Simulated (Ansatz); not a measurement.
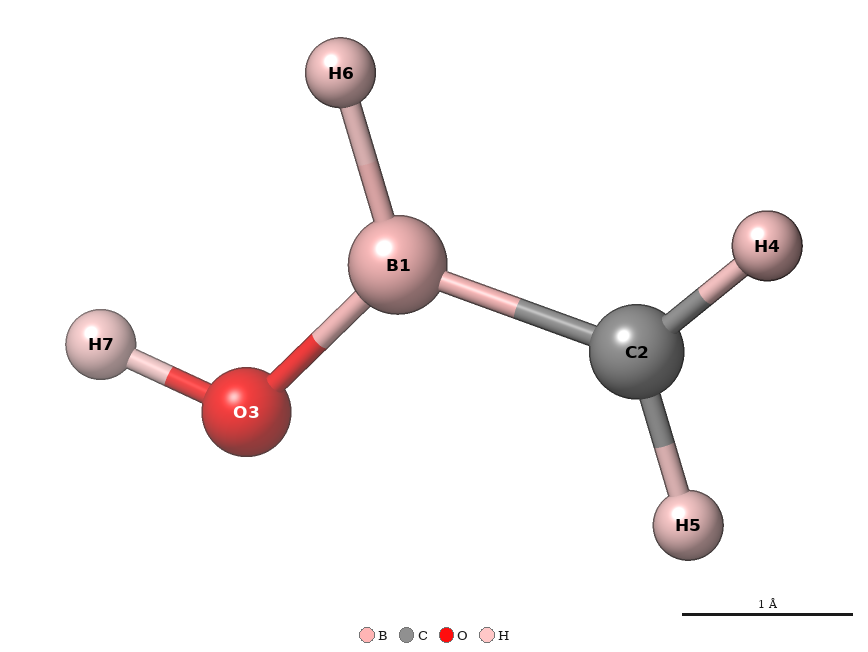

Orthographic view. Atoms fade into the background with distance from the viewer. Charge 0, doublet. The computed structure is the end point of a PBE0-D4/def2-TZVP optimisation. No frequency run is at hand to confirm it as a minimum.

Give the geometry as a Z-matrix, atoms in numerical order, with these reference atoms: 2 to 1; 3 to 1, 2; 4 to 2, 1, 3; 5 to 2, 4, 1; 6 to 1, 3, 2; 7 to 3, 1, 6.

```
B  
C    1   1.529
O    1   1.363   2   118.1
H    2   1.085   1   122.8   3   180.0
H    2   1.087   4   115.0   1   180.0
H    1   1.204   3   119.7   2   180.0
H    3   0.959   1   112.9   6     0.0
```
